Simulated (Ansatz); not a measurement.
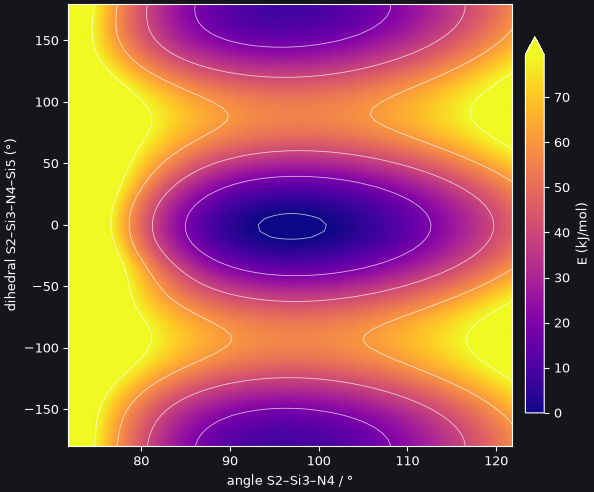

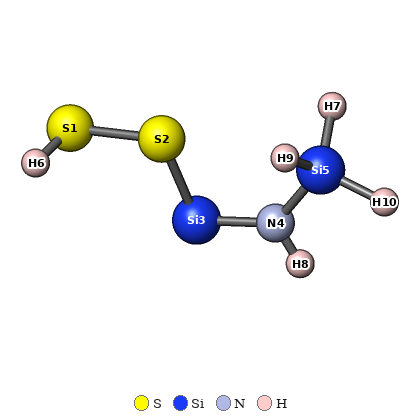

Energy landscape of H₅NS₂Si₂. 
- First axis: angle S2–Si3–N4. Second axis: dihedral S2–Si3–N4–Si5.
- Nothing is relaxed (all other coordinates rigid).
- Grid: 15 × 15 points.
- Points are written as (first, second).
- Energies are in kJ/mol, from the lowest grid point.
- The calculation used RKS PBE-D4/def2-SVP in Ansatz.

Drawn: a smooth colour map with a few white contour lines, one colour for all values above the top of the scale. Between grid points the surface is interpolated. The second picture is the structure at the lowest point.

> What does the map say about the system?

The lowest grid point is at (96.8°, −12°). The bottom of the well lies between grid points, at about (97°, 0°), about 1.7 kJ/mol lower on the interpolated surface. There is a further well near (96.8°, −180°) (8 kJ/mol above the lowest at that grid point). The highest grid point, (71.8°, −36°), lies 157 kJ/mol above the lowest. On the interpolated surface the easiest way out of the lowest well to the well at about (96°, 175°) passes a barrier of about 57 kJ/mol. Round the minimum the two coordinates are nearly uncoupled.

The values on the grid:

| dihedral S2–Si3–N4–Si5 ↓, angle S2–Si3–N4 → | 71.8 | 75.4 | 79.0 | 82.6 | 86.1 | 89.7 | 93.3 | 96.8 | 100.4 | 104.0 | 107.6 | 111.1 | 114.7 | 118.3 | 121.8 |
| --- | --- | --- | --- | --- | --- | --- | --- | --- | --- | --- | --- | --- | --- | --- | --- |
| 156 | 104 | 73 | 50 | 34 | 24 | 17 | 14 | 13 | 15 | 19 | 24 | 31 | 40 | 50 | 61 |
| 132 | 107 | 81 | 62 | 48 | 39 | 33 | 30 | 30 | 31 | 35 | 40 | 47 | 55 | 64 | 75 |
| 108 | 120 | 97 | 80 | 68 | 59 | 53 | 50 | 49 | 50 | 53 | 57 | 63 | 70 | 79 | 89 |
| 84 | 129 | 106 | 89 | 75 | 66 | 60 | 56 | 55 | 55 | 57 | 61 | 67 | 74 | 82 | 91 |
| 60 | 138 | 107 | 83 | 66 | 54 | 46 | 42 | 40 | 40 | 43 | 47 | 53 | 60 | 69 | 79 |
| 36 | 149 | 104 | 71 | 49 | 34 | 24 | 19 | 17 | 18 | 21 | 26 | 32 | 41 | 50 | 61 |
| 12 | 146 | 95 | 59 | 34 | 18 | 8 | 3 | 1 | 2 | 6 | 11 | 18 | 27 | 37 | 48 |
| −12 | 149 | 96 | 59 | 34 | 17 | 7 | 2 | 0 | 1 | 5 | 11 | 18 | 27 | 37 | 48 |
| −36 | 157 | 108 | 73 | 49 | 33 | 23 | 17 | 15 | 16 | 19 | 25 | 31 | 40 | 49 | 60 |
| −60 | 135 | 104 | 80 | 63 | 51 | 44 | 39 | 38 | 39 | 41 | 46 | 52 | 59 | 68 | 78 |
| −84 | 127 | 105 | 87 | 74 | 65 | 59 | 56 | 54 | 55 | 58 | 62 | 67 | 74 | 83 | 92 |
| −108 | 125 | 102 | 84 | 71 | 62 | 56 | 53 | 52 | 53 | 55 | 59 | 65 | 72 | 81 | 90 |
| −132 | 114 | 88 | 68 | 54 | 44 | 38 | 34 | 34 | 35 | 38 | 43 | 49 | 57 | 66 | 77 |
| −156 | 110 | 78 | 54 | 38 | 27 | 20 | 17 | 16 | 17 | 21 | 26 | 33 | 42 | 52 | 62 |
| −180 | 109 | 74 | 49 | 31 | 20 | 13 | 9 | 8 | 10 | 13 | 19 | 26 | 35 | 45 | 56 |

Time for the 225 points that were run: 11 min on 1 thread of Intel(R) Xeon(R) 6975P-C (Granite Rapids) (shared host).
